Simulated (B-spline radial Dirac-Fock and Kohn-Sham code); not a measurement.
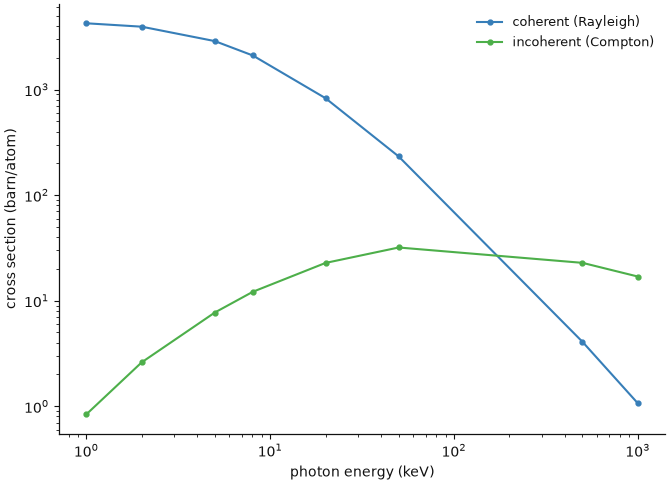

Coherent and incoherent photon scattering cross sections against photon energy, computed at the marked points and joined by straight lines. Species: bismuth in charge state +2 (Bi²⁺), configuration [Xe] 4f14 5d10 6s2 6p1. Method: Thomson × f² and Klein–Nishina × S on Dirac–Fock densities, without anomalous dispersion (computed with a B-spline radial code).

Where does Compton scattering overtake Rayleigh scattering?

Between 50.0 keV and 500 keV.
